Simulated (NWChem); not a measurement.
# the pair CF4···SiHClO: a chain of runs

Wanted: the energy (singlet CHClF4OSi, MP2/def2-SVP), then a single-point energy (singlet CF4, MP2/def2-SVP), then a single-point energy (singlet SiHClO, MP2/def2-SVP), then the energy (singlet CF4, MP2/def2-SVP), then a single-point energy (singlet SiHClO, MP2/def2-SVP) of CHClF4OSi and its partners. 

The calculation is run with NWChem 7.3.0.

## Step 1: Starting point

CHClF4OSi: 9 atoms, total charge 0, spin state singlet. The two molecules were placed rigidly side by side, at 0.8 times their contact distance; the pair isn't optimised.

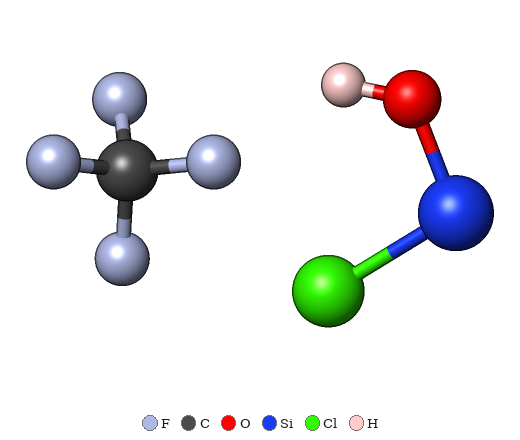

Viewed from a chosen angle; fluorine light blue, carbon dark grey, oxygen red, silicon blue, chlorine green, hydrogen pink.

## Step 2: A single-point energy at MP2/def2-SVP (run 1)

File sp.nw:

```
start sp
title "CHClF4OSi"
memory total 2200 mb
charge 0

geometry units angstrom noautosym nocenter noautoz
F       -0.860100       0.040040       0.997820
C        0.000000       0.000040       0.000020
F        1.147500      -0.486560       0.428420
F       -0.474000      -0.771260      -0.957880
F        0.186600       1.217740      -0.468380
O        3.907750      -0.309760      -0.196740
Si       3.950800      -1.753790      -0.965990
Cl       1.973890      -1.894230      -1.691390
H        3.097280       0.209800      -0.181480
end

basis spherical bse
* library def2-SVP
end

scf
singlet
rhf
thresh 1e-08
maxiter 80
print low
end

mp2
freeze core 16
tight
end

task mp2 energy
```

Command:

```bash
$ nwchem sp.nw > sp.out
```

The program printed:

```text
[...]
  functions       =   125
[...]
  wavefunction    = RHF
[...]
         Total SCF energy =  -1258.924843470302
      One-electron energy =  -2896.478121365759
      Two-electron energy =   1060.695070832982
 Nuclear repulsion energy =    576.858207062476
        Time for solution =     19.3s
[...]
          Total MP2 energy         -1260.187176619832
[...]
```

Wall time 26 s (1 thread of Intel Xeon Platinum 8488C (Sapphire Rapids), shared host); peak memory 0.69 GiB.

## Step 3: CF4: the energy at MP2/def2-SVP (run 2)

File cf4.nw:

```
start cf4
title "CF4 mp2"
memory 2200 mb
geometry units au noautosym nocenter noautoz
F   -1.62535344   0.07566463   1.88560652
C    0.00000000   0.00007559   0.00003779
F    2.16846073  -0.91946514   0.80959647
F   -0.89573018  -1.45747017  -1.81013086
F    0.35262289   2.30119509  -0.88510992
end
basis spherical bse
* library def2-SVP
end
scf
thresh 1e-08
maxiter 80
print low
end
mp2
freeze core 5
tight
end
task mp2 energy
```

Command:

```bash
$ nwchem cf4.nw > cf4.out
```

The program printed:

```text
[...]
  functions       =    70
[...]
  wavefunction    = RHF
[...]
         Total SCF energy =   -435.294553935850
      One-electron energy =  -1016.363675264706
      Two-electron energy =    374.849065948292
 Nuclear repulsion energy =    206.220055380564
        Time for solution =      3.4s
[...]
          Total MP2 energy          -436.154550826295
[...]
```

It took 5.1 s on 1 thread of Intel Xeon Platinum 8488C (Sapphire Rapids), shared host; peak memory 0.17 GiB.

## Step 4: SiHClO: a single-point energy at MP2/def2-SVP (run 3)

File a.nw:

```
start a
title "ClHOSi mp2"
memory 2200 mb

geometry units au noautosym nocenter noautoz
O      7.38457726    -0.58536156    -0.37178472
Si     7.46592997    -3.31418278    -1.82545654
Cl     3.73011150    -3.57957592    -3.19626387
H      5.85301093     0.39646454    -0.34294750
end

basis spherical bse
* library def2-SVP
end

scf
thresh 1e-08
maxiter 80
print low
end

mp2
freeze core 11
tight
end

task mp2 energy
```

Command:

```bash
$ nwchem a.nw > a.out
```

The program printed:

```text
[...]
  functions       =    55
[...]
  wavefunction    = RHF
[...]
         Total SCF energy =   -823.643322434386
      One-electron energy =  -1401.938324309546
      Two-electron energy =    446.867439903213
 Nuclear repulsion energy =    131.427561971947
        Time for solution =      2.6s
[...]
          Total MP2 energy          -824.040213236855
[...]
```

It took 3.9 s on 1 thread of Intel Xeon Platinum 8488C (Sapphire Rapids), shared host; peak memory 0.11 GiB.

## Step 5: CF4 among ghost functions: a single-point energy at MP2/def2-SVP (with ghost functions) (run 4)

File cf4.nw:

```
start cf4
title "CF4"
memory stack 880 mb heap 220 mb global 1100 mb
geometry units angstrom noautosym nocenter noautoz
 F     -0.860100     0.040040     0.997820
 C      0.000000     0.000040     0.000020
 F      1.147500    -0.486560     0.428420
 F     -0.474000    -0.771260    -0.957880
 F      0.186600     1.217740    -0.468380
 bqO      3.907750    -0.309760    -0.196740
 bqSi     3.950800    -1.753790    -0.965990
 bqCl     1.973890    -1.894230    -1.691390
 bqH      3.097280     0.209800    -0.181480
end
basis "ao basis" spherical bse
 F library def2-SVP
 C library def2-SVP
 bqO library O def2-SVP
 bqSi library Si def2-SVP
 bqCl library Cl def2-SVP
 bqH library H def2-SVP
end
scf
 thresh 1e-08
 maxiter 80
 print low
end
mp2
 freeze core 5
 tight
end
task mp2 energy
```

Command:

```bash
$ nwchem cf4.nw > cf4.out
```

The program printed:

```text
[...]
  functions       =   125
[...]
  wavefunction    = RHF
[...]
         Total SCF energy =   -435.296320628973
      One-electron energy =  -1016.295621166537
      Two-electron energy =    374.779230387740
 Nuclear repulsion energy =    206.220070149824
        Time for solution =     16.8s
[...]
          Total MP2 energy          -436.158017723002
[...]
```

Run time: 23 s. Hardware: 1 thread of Intel Xeon Platinum 8488C (Sapphire Rapids), shared host; peak memory 0.57 GiB.

## Step 6: SiHClO among ghost functions: a single-point energy at MP2/def2-SVP (with ghost functions) (run 5)

File input.nw:

```
start input
title "ClHOSi"
memory 2200 mb
charge 0

geometry units atomic noautosym nocenter noautoz
  O    7.38457726  -0.58536156  -0.37178472
  Si   7.46592997  -3.31418278  -1.82545654
  Cl   3.73011150  -3.57957592  -3.19626387
  H    5.85301093   0.39646454  -0.34294750
  bqF     -1.625353     0.075665     1.885607
  bqC      0.000000     0.000076     0.000038
  bqF      2.168461    -0.919465     0.809596
  bqF     -0.895730    -1.457470    -1.810131
  bqF      0.352623     2.301195    -0.885110
end

basis spherical bse
  O library def2-SVP
  Si library def2-SVP
  Cl library def2-SVP
  H library def2-SVP
  bqF library F def2-SVP
  bqC library C def2-SVP
end

scf
  thresh 1e-08
  maxiter 80
  print low
end

mp2
  freeze core 11
  tight
end

task mp2 energy
```

Command:

```bash
$ nwchem input.nw > input.out
```

The program printed:

```text
[...]
  functions       =   125
[...]
  wavefunction    = RHF
[...]
         Total SCF energy =   -823.645280131619
      One-electron energy =  -1401.866277729061
      Two-electron energy =    446.793435625495
 Nuclear repulsion energy =    131.427561971947
        Time for solution =     17.7s
[...]
          Total MP2 energy          -824.043678817203
[...]
```

Run time: 23 s. Hardware: 1 thread of Intel Xeon Platinum 8488C (Sapphire Rapids), shared host; peak memory 0.37 GiB.

## Step 7: Results

| quantity | value |
| --- | --- |
| run 1, MP2/def2-SVP: total energy | -1260.18718 Eh |
| run 1, MP2/def2-SVP: correlation energy (16 core orbitals frozen) | -1262.3 mEh |
| CF4: total energy | -436.15455 Eh |
| CF4: correlation energy (5 core orbitals frozen) | -860.0 mEh |
| SiHClO: total energy | -824.04021 Eh |
| SiHClO: correlation energy (11 core orbitals frozen) | -396.9 mEh |
| CF4 among ghost functions: total energy | -436.15802 Eh |
| CF4 among ghost functions: correlation energy (5 core orbitals frozen) | -861.7 mEh |
| SiHClO among ghost functions: total energy | -824.04368 Eh |
| SiHClO among ghost functions: correlation energy (11 core orbitals frozen) | -398.4 mEh |
| interaction energy of the rigid parts CF4 and SiHClO (parts in their own basis; closest atoms 2.16 Å apart) | 0.206 eV |
| interaction energy of the rigid parts CF4 and SiHClO (parts in the whole basis, counterpoise; closest atoms 2.16 Å apart) | 0.395 eV |

The interaction energy of the rigid parts CF4 and SiHClO (parts in their own basis; closest atoms 2.16 Å apart) is 0.21 eV (19.9 kJ/mol): the parts repel at this shape. Without counterpoise this holds the superposition error of the basis. The interaction energy of the rigid parts CF4 and SiHClO (parts in the whole basis, counterpoise; closest atoms 2.16 Å apart) is 0.40 eV (38.1 kJ/mol): the parts repel at this shape. The basis-set superposition error is 18.2 kJ/mol.
